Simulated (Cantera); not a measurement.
Feed: 1 mol CF4, a varied amount of CH4, 1.1 mol H2, held at 1748 K and 13.3 mbar.

These are equilibrium values from Cantera (NASA tables, ideal gas, pure condensed phases), not measurements of a reactor. Candidate condensed phases: C, C6H6, C7H8, C8H18; 95 gas species. Gases not in the tables: C2F6 and larger saturated fluorocarbons. The numbers say what is thermodynamically allowed, not how fast it happens.

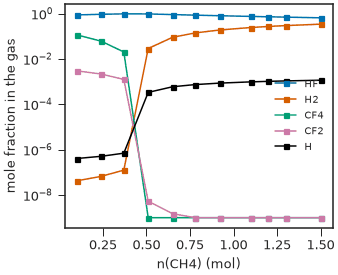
Equilibrium gas composition (values under 1e-9 drawn at 1e-9)

From 0.1 mol CH4 to 1.5 mol CH4 the condensed part is C(graphite). The main C-bearing gas is CF4 at 0.1 mol CH4 and C2H2 (acetylene) at 1.5 mol CH4.
